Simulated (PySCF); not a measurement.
C₅H₈BFSi (SMILES C=C(C)C#CB[SiH2]F)

| atom | x (Å) | y (Å) | z (Å) |
| --- | --- | --- | --- |
| C | -1.9267 | -1.4228 | -1.1769 |
| C | -1.7281 | -0.2441 | -0.5844 |
| C | -2.8329 | 0.7229 | -0.2734 |
| C | -0.4249 | 0.1735 | -0.2366 |
| C | 0.6922 | 0.5553 | 0.0607 |
| B | 2.0588 | 1.0111 | 0.4187 |
| Si | 3.4043 | -0.2765 | 1.0224 |
| F | 4.7883 | 0.5003 | 1.3814 |
| H | -2.9107 | -1.7413 | -1.4767 |
| H | -1.1099 | -2.0894 | -1.3954 |
| H | -2.6636 | 1.6643 | -0.7953 |
| H | -3.7947 | 0.3160 | -0.5754 |
| H | -2.8564 | 0.9366 | 0.7947 |
| H | 2.2914 | 2.1584 | 0.3186 |
| H | 3.1398 | -0.9956 | 2.2735 |
| H | 3.8654 | -1.2597 | 0.0351 |

Geometry: GFN2-xTB.

All numbers below come from PBE0/pcSseg-1, SCF density, gas phase, non-relativistic in PySCF.

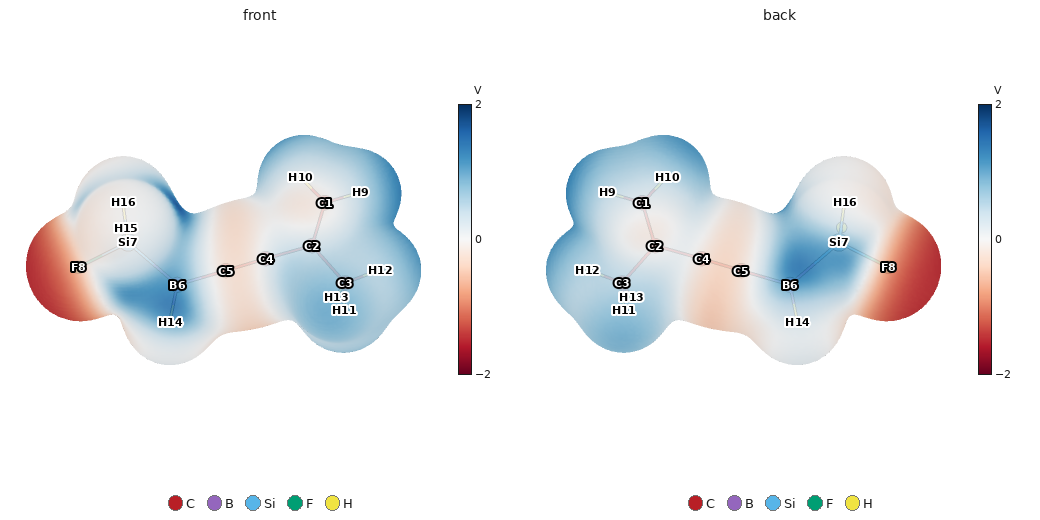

Figure 1. The electrostatic potential painted on the density surface at 0.002 e/bohr³, seen from the front and from behind; red is negative and blue positive.

Where is the surface potential most negative and most positive?

The most negative region (about −1.5 V) lies over F8, the most positive (about +1.5 V) over Si7.

What dipole moment does the calculation give?

Its dipole moment is 4.72 D.

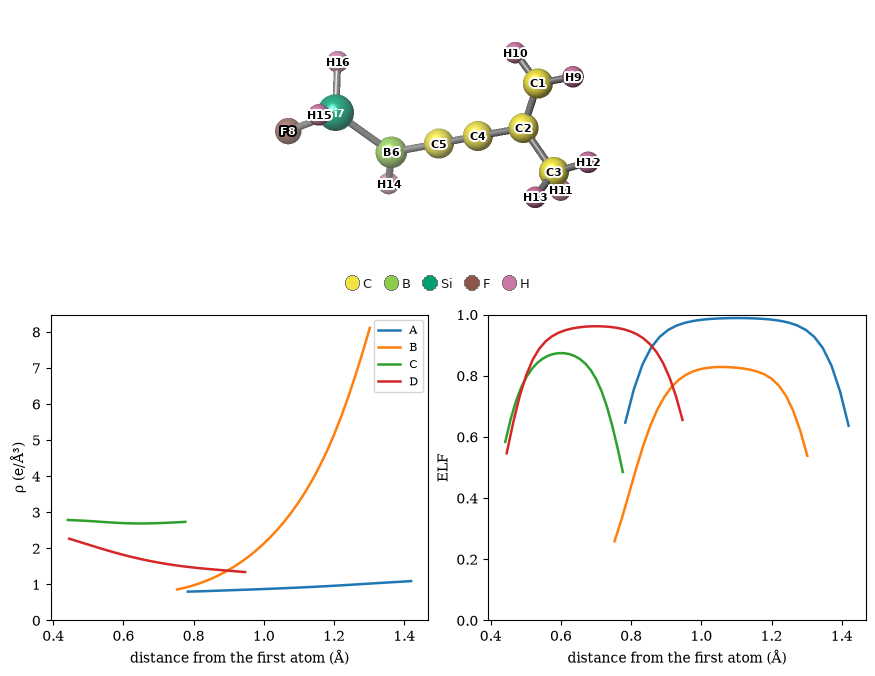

Figure 2. Total electron density and ELF along straight lines between neighbouring atoms. The curves leave out the atomic cores. The structure is drawn too.

Which curve belongs to which contact (C–B, C–C, Si–B and Si–F)? The first atom named is at distance zero.

Curve A: Si–B (1.96 Å): the density is about 0.87 e/Å³ at the midpoint; the ELF peaks at about 1 between the atoms, as expected for a covalent bond. Curve B: Si–F (1.63 Å): ρ is about 1 e/Å³ halfway; the ELF peaks at about 0.85 in the valence shell of F, 0.6 Å from its nucleus, and is about 0.50 at the midpoint. Curve C: C–C (1.22 Å): ρ at the midpoint is about 2.7 e/Å³; the ELF peaks at about 0.85 between the atoms (a short, multiple covalent bond). Curve D: C–B (1.48 Å): the density is about 1.5 e/Å³ at the midpoint; the ELF peaks at about 0.95 between the atoms; a covalent bond.
